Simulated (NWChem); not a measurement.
# C4H9Cl (1-chlorobutane): levels of theory compared

Wanted: a comparison of 4 runs (B3LYP/6-31G*, BHLYP/6-31G*, CAM-B3LYP/6-31G*, M06-2X/6-31G*) of C4H9Cl (1-chlorobutane). 

The calculation is run with NWChem 7.3.0.

## Step 1: The system as given

C4H9Cl has 14 atoms, charge 0, and is taken as a singlet. SMILES: `CCCCCl`. The C1–H6 distance was set to 1.422 Å, away from the relaxed value.

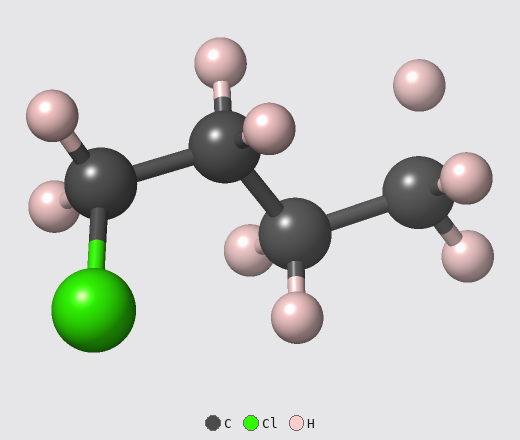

The structure, seen from a chosen angle (carbon dark grey, chlorine green, hydrogen pink).

## Step 2: A single-point energy at B3LYP/6-31G(d) (spherical functions) (run 1)

c4h9cl.nw

```
start c4h9cl
title "C4H9Cl"
memory 2200 mb

geometry noautosym nocenter noautoz
 C    -1.399775    1.028971    0.832294
 C    -0.494475    0.677971   -0.335006
 C     0.677825   -0.194029    0.080294
 C     1.598425   -0.582029   -1.052606
 Cl    2.447825    0.830971   -1.749806
 H    -1.939800   -0.138700    1.438100
 H    -0.851675    1.576771    1.603794
 H    -2.236175    1.654571    0.513694
 H    -0.113675    1.592571   -0.798506
 H    -1.071075    0.158271   -1.109306
 H     1.260125    0.306071    0.861294
 H     0.302225   -1.126529    0.521394
 H     1.050225   -1.044129   -1.874606
 H     2.377125   -1.266829   -0.719706
end

basis spherical bse
 * library 6-31G*
end

dft
 xc b3lyp
 mult 1
 grid fine
 convergence energy 1e-08
 maxiter 100
 mulliken
end

task dft energy
```

Launch:

```bash
$ nwchem c4h9cl.nw > c4h9cl.out
```

The log of the run:

```text
[...]
          Wavefunction type:  closed shell.
          No. of atoms     :    14
          No. of electrons :    50
[...]
          Charge           :     0
          Spin multiplicity:     1
[...]
          AO basis - number of functions:    92
[...]
              XC Information
              --------------
                         B3LYP Method XC Potential
                     Hartree-Fock (Exact) Exchange  0.200
                        Slater Exchange Functional  0.800 local
                    Becke 1988 Exchange Functional  0.720 non-local
              Lee-Yang-Parr Correlation Functional  0.810
                  VWN I RPA Correlation Functional  0.190 local
[...]
 d= 0,ls=0.0,diis     1   -617.9499131772 -8.42D+02  9.39D-03  4.92D-01     2.0
[...]
 d= 0,ls=0.0,diis     8   -618.0109731916  8.50D-09  3.75D-06  2.27D-07    12.8
         Total DFT energy =     -618.010973191633
      One electron energy =    -1291.748902981224
           Coulomb energy =      502.745805638424
    Exchange-Corr. energy =      -53.323876091885
 Nuclear repulsion energy =      224.316000243052
[...]
      Total Density - Mulliken Population Analysis
     ---------------------------------------------
    Atom       Charge   Shell Charges
 -----------   ------   -------------------------------------------------------
    1 C    6     6.39   2.00  0.66  2.02  0.68  1.00  0.03
    2 C    6     6.24   2.00  0.67  2.12  0.57  0.85  0.04
    3 C    6     6.25   2.00  0.67  2.12  0.57  0.85  0.04
    4 C    6     6.36   2.00  0.68  2.05  0.66  0.93  0.05
    5 Cl  17    17.09   2.00  2.00  5.97  1.41  3.61  0.54  1.55  0.03
    6 H    1     0.95   0.44  0.52
    7 H    1     0.85   0.53  0.32
    8 H    1     0.85   0.53  0.32
    9 H    1     0.84   0.53  0.31
   10 H    1     0.86   0.53  0.33
[...]
```

It took 14 s on 1 thread of AMD EPYC 9R45 (Zen 5), shared host; peak memory 0.12 GiB.

## Step 3: The energy at BHLYP/6-31G(d) (spherical functions) (run 2)

run.py

```python
from ase import Atoms
from ase.calculators.nwchem import NWChem

molecule = Atoms(['C', 'C', 'C', 'C', 'Cl', 'H', 'H', 'H', 'H', 'H', 'H', 'H', 'H', 'H'], positions=[
    [-1.399775, 1.028971, 0.832294],
    [-0.494475, 0.677971, -0.335006],
    [0.677825, -0.194029, 0.080294],
    [1.598425, -0.582029, -1.052606],
    [2.447825, 0.830971, -1.749806],
    [-1.939800, -0.138700, 1.438100],
    [-0.851675, 1.576771, 1.603794],
    [-2.236175, 1.654571, 0.513694],
    [-0.113675, 1.592571, -0.798506],
    [-1.071075, 0.158271, -1.109306],
    [1.260125, 0.306071, 0.861294],
    [0.302225, -1.126529, 0.521394],
    [1.050225, -1.044129, -1.874606],
    [2.377125, -1.266829, -0.719706],
])

calc = NWChem(
    label='c4h9cl',
    theory='dft',
    memory='2200 mb',
    basis='6-31G*',
    basispar='spherical bse',
    dft={'xc': 'bhlyp', 'mult': '1', 'grid': 'fine', 'convergence': 'energy 1e-08', 'iterations': '100', 'mulliken': None},
    task='energy',
)
molecule.calc = calc

print(f"energy = {molecule.get_potential_energy():.6f} eV")
print("dipole (e A):", molecule.get_dipole_moment().round(4))
```

Launch:

```bash
$ export ASE_NWCHEM_COMMAND="nwchem PREFIX.nwi > PREFIX.nwo"
$ python run.py
```

The log of the run:

```text
energy = -16813.526377 eV
dipole (e A): [-0.215  -0.2557  0.1612]
```

The calculator wrote c4h9cl.nwi:

```
title "c4h9cl"

permanent_dir c4h9cl

scratch_dir c4h9cl

start c4h9cl

geometry units angstrom nocenter noautosym noautoz
  C  -1.3997750000000000e+00 1.0289710000000001e+00 8.3229399999999998e-01
  C  -4.9447500000000000e-01 6.7797099999999999e-01 -3.3500600000000003e-01
  C  6.7782500000000001e-01 -1.9402900000000001e-01 8.0294000000000004e-02
  C  1.5984250000000000e+00 -5.8202900000000002e-01 -1.0526059999999999e+00
  Cl 2.4478249999999999e+00 8.3097100000000002e-01 -1.7498060000000000e+00
  H  -1.9398000000000000e+00 -1.3869999999999999e-01 1.4380999999999999e+00
  H  -8.5167499999999996e-01 1.5767709999999999e+00 1.6037939999999999e+00
  H  -2.2361749999999998e+00 1.6545710000000000e+00 5.1369399999999998e-01
  H  -1.1367500000000000e-01 1.5925710000000000e+00 -7.9850600000000005e-01
  H  -1.0710750000000000e+00 1.5827100000000000e-01 -1.1093059999999999e+00
  H  1.2601249999999999e+00 3.0607099999999998e-01 8.6129400000000000e-01
  H  3.0222500000000002e-01 -1.1265289999999999e+00 5.2139400000000002e-01
  H  1.0502250000000000e+00 -1.0441290000000001e+00 -1.8746060000000000e+00
  H  2.3771249999999999e+00 -1.2668290000000000e+00 -7.1970599999999996e-01
end

memory 2200 mb

basis spherical bse noprint
   * library 6-31G*
end

dft
  xc bhlyp
  mult 1
  grid fine
  convergence energy 1e-08
  iterations 100
  mulliken
end

task dft energy
```

c4h9cl.nwo:

```text
Northwest Computational Chemistry Package (NWChem) 7.3.0
             --------------------------------------------------------

           Job information
           ---------------

    nwchem branch   = 7.3.0
    use scalapack   = T
    input           = c4h9cl.nwi
    prefix          = c4h9cl.
    data base       = c4h9cl/c4h9cl.db
    status          = startup
    nproc           =        1

           Memory information
           ------------------

[... 5 lines left out ...]
    hardfail = no
[... 131 lines left out ...]
          Convergence on energy requested:  1.00D-08
[... 25 lines left out ...]
          Convergence Information
[... 30 lines left out ...]
 1-e energy   =   -1287.213592
[... 40 lines left out ...]
      One electron energy =    -1291.635820417450
[... 8 lines left out ...]
                       DFT Final Molecular Orbital Analysis
[... 681 lines left out ...]
     Multipole analysis of the density
     ---------------------------------

     L   x y z        total         alpha         beta         nuclear
     -   - - -        -----         -----         ----         -------
     0   0 0 0     -0.000000    -25.000000    -25.000000     50.000000

     1   1 0 0     -0.406312    -40.532106    -40.532106     80.657899
[... 8 lines of this table left out ...]
     2   0 0 2    -31.701996   -150.453900   -150.453900    269.205805

 Task  times  cpu:       12.7s     wall:       12.7s
 Total times  cpu:       12.7s     wall:       12.7s
```

Run time: 14 s. Hardware: 1 thread of AMD EPYC 9R45 (Zen 5), shared host; peak memory 0.12 GiB.

## Step 4: The energy at CAM-B3LYP/6-31G(d) (spherical functions) (run 3)

c4h9cl.nw

```
start c4h9cl
title "C4H9Cl"
memory total 2200 mb

geometry units angstrom noautosym nocenter noautoz
C     -1.399775     1.028971     0.832294
C     -0.494475     0.677971    -0.335006
C      0.677825    -0.194029     0.080294
C      1.598425    -0.582029    -1.052606
Cl     2.447825     0.830971    -1.749806
H     -1.939800    -0.138700     1.438100
H     -0.851675     1.576771     1.603794
H     -2.236175     1.654571     0.513694
H     -0.113675     1.592571    -0.798506
H     -1.071075     0.158271    -1.109306
H      1.260125     0.306071     0.861294
H      0.302225    -1.126529     0.521394
H      1.050225    -1.044129    -1.874606
H      2.377125    -1.266829    -0.719706
end

basis spherical bse
* library 6-31G*
end

dft
xc xcamb88 1.00 lyp 0.81 vwn_5 0.19 hfexch 1.00
cam 0.33 cam_alpha 0.19 cam_beta 0.46
grid fine
convergence energy 1e-08
direct
maxiter 100
mulliken
print medium
end

task dft energy
```

Launch:

```bash
$ nwchem c4h9cl.nw > c4h9cl.out
```

The log of the run:

```text
[...]
          Wavefunction type:  closed shell.
          No. of atoms     :    14
          No. of electrons :    50
[...]
          Charge           :     0
          Spin multiplicity:     1
[...]
          AO basis - number of functions:    92
[...]
              XC Information
              --------------
                     Hartree-Fock (Exact) Exchange  1.000
                   CAM-Becke88 Exchange Functional  1.000
                      VWN V Correlation Functional  0.190 local
              Lee-Yang-Parr Correlation Functional  0.810
[...]
 d= 0,ls=0.0,diis     1   -617.8430038530 -8.42D+02  7.71D-03  4.84D-01     3.9
[...]
 d= 0,ls=0.0,diis     8   -617.9038074351 -4.82D-09  1.10D-06  1.63D-08    30.7
         Total DFT energy =     -617.903807435089
      One electron energy =    -1291.693986684271
           Coulomb energy =      502.675956432365
    Exchange-Corr. energy =      -53.201777426236
 Nuclear repulsion energy =      224.316000243052
[...]
      Total Density - Mulliken Population Analysis
     ---------------------------------------------
    Atom       Charge   Shell Charges
 -----------   ------   -------------------------------------------------------
    1 C    6     6.39   2.00  0.65  2.02  0.67  1.01  0.03
    2 C    6     6.25   2.00  0.66  2.12  0.57  0.86  0.04
    3 C    6     6.25   2.00  0.66  2.12  0.57  0.86  0.04
    4 C    6     6.36   2.00  0.67  2.06  0.65  0.94  0.05
    5 Cl  17    17.10   2.00  2.00  5.97  1.39  3.62  0.55  1.55  0.03
    6 H    1     0.95   0.43  0.52
    7 H    1     0.85   0.52  0.33
    8 H    1     0.84   0.52  0.32
    9 H    1     0.84   0.52  0.32
   10 H    1     0.86   0.52  0.34
[...]
```

Wall time 32 s (1 thread of AMD EPYC 9R45 (Zen 5), shared host); peak memory 0.12 GiB.

## Step 5: A single-point energy at M06-2X/6-31G(d) (spherical functions) (run 4)

c4h9cl.nw

```
start c4h9cl
title "C4H9Cl"
memory total 2200 mb
charge 0
geometry units angstroms noautosym nocenter noautoz
   C     -1.399775     1.028971     0.832294
   C     -0.494475     0.677971    -0.335006
   C      0.677825    -0.194029     0.080294
   C      1.598425    -0.582029    -1.052606
   Cl     2.447825     0.830971    -1.749806
   H     -1.939800    -0.138700     1.438100
   H     -0.851675     1.576771     1.603794
   H     -2.236175     1.654571     0.513694
   H     -0.113675     1.592571    -0.798506
   H     -1.071075     0.158271    -1.109306
   H      1.260125     0.306071     0.861294
   H      0.302225    -1.126529     0.521394
   H      1.050225    -1.044129    -1.874606
   H      2.377125    -1.266829    -0.719706
end
basis spherical bse
   * library 6-31G*
end
dft
   xc m06-2x
   grid fine
   convergence energy 1e-08
   maxiter 100
   mulliken
end
task dft energy
```

Launch:

```bash
$ nwchem c4h9cl.nw > c4h9cl.out
```

The log of the run:

```text
[...]
          Wavefunction type:  closed shell.
          No. of atoms     :    14
          No. of electrons :    50
[...]
          Charge           :     0
          Spin multiplicity:     1
[...]
          AO basis - number of functions:    92
[...]
              XC Information
              --------------
                       M06-2X Method XC Functional
                     Hartree-Fock (Exact) Exchange  0.540
                        M06-2X Exchange Functional  1.000
                      M06-2X Correlation Potential  1.000
[...]
 d= 0,ls=0.0,diis     1   -617.8355149231 -8.42D+02  7.42D-03  3.32D-01     2.3
[...]
 d= 0,ls=0.0,diis     8   -617.8852555535 -3.02D-09  1.04D-06  1.76D-08    15.4
         Total DFT energy =     -617.885255553496
      One electron energy =    -1291.594904486303
           Coulomb energy =      502.575697082458
    Exchange-Corr. energy =      -53.182048392703
 Nuclear repulsion energy =      224.316000243052
[...]
      Total Density - Mulliken Population Analysis
     ---------------------------------------------
    Atom       Charge   Shell Charges
 -----------   ------   -------------------------------------------------------
    1 C    6     6.43   2.00  0.65  2.00  0.69  1.06  0.03
    2 C    6     6.29   2.00  0.65  2.09  0.59  0.92  0.04
    3 C    6     6.29   2.00  0.66  2.09  0.59  0.91  0.04
    4 C    6     6.41   2.00  0.67  2.03  0.68  0.99  0.05
    5 Cl  17    17.09   2.00  2.00  5.98  1.39  3.59  0.56  1.56  0.03
    6 H    1     0.93   0.42  0.51
    7 H    1     0.83   0.52  0.31
    8 H    1     0.83   0.52  0.30
    9 H    1     0.82   0.52  0.30
   10 H    1     0.84   0.52  0.32
[...]
```

It took 16 s on 1 thread of AMD EPYC 9R45 (Zen 5), shared host; peak memory 0.12 GiB.

## Step 6: All runs side by side

```
run                                   level  energy (Eh)  dipole moment (D)  HOMO energy (eV)  LUMO energy (eV)  wall time
  1      B3LYP/6-31G* (spherical functions)  -618.010973               1.70             -7.86              1.06       14 s
  2      BHLYP/6-31G* (spherical functions)  -617.885703               1.78             -9.45              2.54       14 s
  3  CAM-B3LYP/6-31G* (spherical functions)  -617.903807               1.76             -9.52              2.56       32 s
  4     M06-2X/6-31G* (spherical functions)  -617.885256               1.79             -9.50              2.33       16 s
```

## Step 7: Results

```
            quantity          value
 run 4: total energy  -617.88526 Eh
run 4: dipole moment         1.79 D
  run 4: HOMO energy       -9.50 eV
  run 4: LUMO energy        2.33 eV
run 4: HOMO–LUMO gap       11.83 eV
```

**Reading.** The dipole moment (its size) runs from 1.70 D (B3LYP/6-31G*) to 1.79 D (M06-2X/6-31G*). The HOMO–LUMO gap runs from 8.92 eV (B3LYP/6-31G*) to 12.08 eV (CAM-B3LYP/6-31G*). Totals of different functionals can't be ranked against each other. All runs together took 74 s, the longest 32 s.
